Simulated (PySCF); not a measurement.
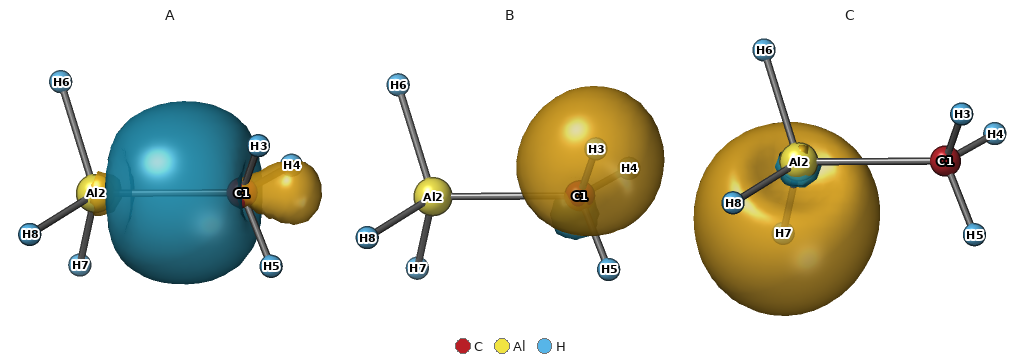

Figure. CH₆Al, charge −1, SMILES `[CH3][AlH3-]`. Pipek–Mezey orbitals, occupied; each surface holds about 80 % of the orbital's density. Energies are diagonal elements of the Fock matrix.

Computed with PySCF, LDA (SVWN)/6-31+G*, geometry: GFN2-xTB. No frequency check shows the geometry to be a minimum.

**Identify each orbital.**

By panel:
- A: σ bond C1–Al2 (C1 70 %, Al2 30 %; −3.1 eV)
- B: σ bond C1–H3 (C1 54 %, H3 45 %; −6.3 eV)
- C: σ bond H7–Al2 (H7 58 %, Al2 42 %; −2.0 eV)

**Which has the smallest and which the largest spatial spread?**

Smallest: B (0.91 Å); largest: C (1.16 Å).

**How do all the valence pairs divide up?**

7 pairs: 7 σ bonds.

Cost of the run: 3.5 s on 1 thread of Arm Neoverse V1 (shared host), peak memory 0.18 GiB.
